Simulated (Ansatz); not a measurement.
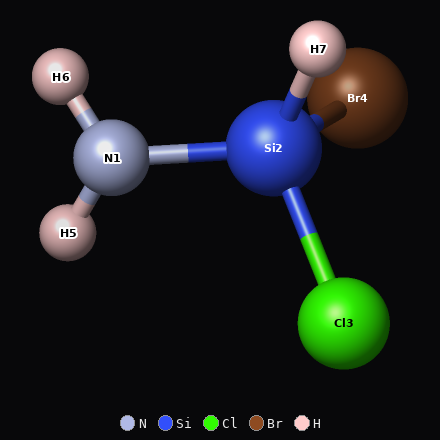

The system is BrClH₃NSi, SMILES N[SiH](Cl)Br; the picture shows the reference structure. The first coordinate is: bond length Si2–Cl3; the second: angle H7–Si2–Cl3. Nothing is relaxed (all other coordinates rigid). The scan uses a 13 × 13 grid. Energies are in eV, from the lowest grid point. All numbers below come from Ansatz 0.2.0, RKS PBE-D4/def2-TZVP.

Its coordinates:

```xyz
7

N    -0.0792    1.1111    0.2070
Si    0.2800   -0.5383   -0.0630
Cl    0.0963   -1.5082    1.7407
Br   -1.0572   -1.5933   -1.5269
H    -0.9080    1.3560    0.7436
H     0.0708    1.7711   -0.5530
H     1.6586   -0.6665   -0.5940
```

Range: bond length Si2–Cl3 from 1.809 to 2.570 Å; angle H7–Si2–Cl3 from 75.9 to 145.9°.

Q: What landscape does the calculation give?

A: The lowest grid point is at bond length Si2–Cl3 = 2.063 Å, angle H7–Si2–Cl3 = 110.9°. No other kind of well shows on this grid. The highest grid point, bond length Si2–Cl3 = 1.809 Å, angle H7–Si2–Cl3 = 75.9°, lies 2.08 eV above the lowest. Round the minimum the two coordinates are weakly coupled (coupling 0.12 in units of the two stiffnesses).

```
angle H7–Si2–Cl3 ↓, bond length Si2–Cl3 →  1.809  1.873  1.936  2.000  2.063  2.126  2.190  2.253  2.317  2.380  2.443  2.507  2.570
                                    145.9   1.44   1.07   0.85   0.75   0.74   0.80   0.90   1.04   1.21   1.38   1.57   1.76   1.96
                                    140.0   1.22   0.85   0.63   0.53   0.52   0.57   0.68   0.82   0.98   1.16   1.35   1.54   1.73
                                    134.2   1.05   0.67   0.45   0.35   0.33   0.39   0.49   0.63   0.79   0.97   1.16   1.35   1.55
                                    128.4   0.92   0.53   0.31   0.21   0.19   0.24   0.34   0.48   0.64   0.82   1.01   1.20   1.40
                                    122.5   0.83   0.44   0.21   0.10   0.09   0.13   0.23   0.37   0.53   0.70   0.89   1.08   1.27
                                    116.7   0.79   0.39   0.16   0.05   0.02   0.07   0.16   0.29   0.45   0.62   0.80   1.00   1.19
                                    110.9   0.80   0.39   0.15   0.03   0.00   0.04   0.13   0.25   0.41   0.58   0.76   0.94   1.13
                                    105.0   0.86   0.44   0.19   0.06   0.02   0.05   0.14   0.25   0.40   0.57   0.74   0.93   1.11
                                     99.2   0.97   0.54   0.28   0.14   0.09   0.11   0.18   0.30   0.44   0.59   0.76   0.94   1.13
                                     93.4   1.14   0.69   0.42   0.26   0.20   0.21   0.28   0.38   0.51   0.66   0.82   1.00   1.17
                                     87.5   1.38   0.91   0.62   0.45   0.37   0.37   0.42   0.51   0.63   0.77   0.92   1.08   1.25
                                     81.7   1.69   1.20   0.88   0.69   0.59   0.57   0.60   0.68   0.78   0.91   1.05   1.21   1.36
                                     75.9   2.08   1.56   1.21   0.99   0.87   0.83   0.84   0.90   0.98   1.09   1.22   1.36   1.50
```

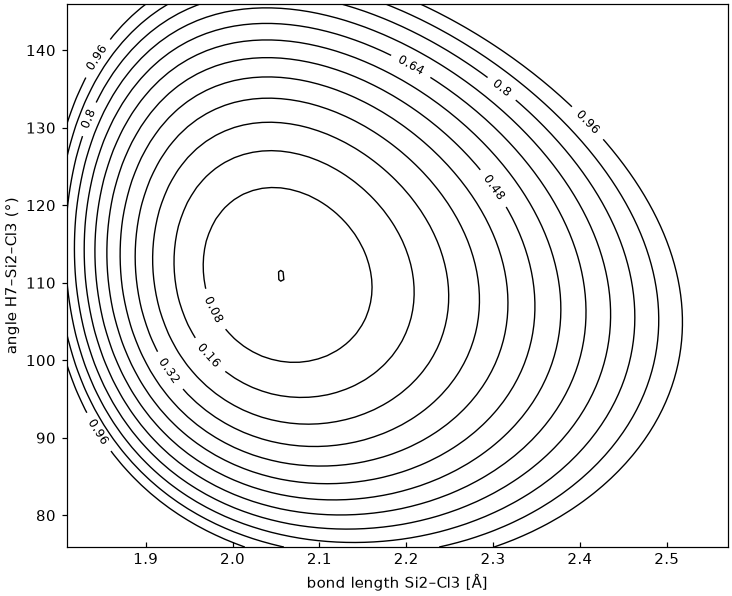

The picture shows contour lines labelled in eV (none above 0.96). Between grid points the surface is interpolated.

Time for the 169 points that were run: 8.1 min on 1 thread of AMD EPYC 9R45 96-Core Processor (Zen 5), with other jobs on the host.
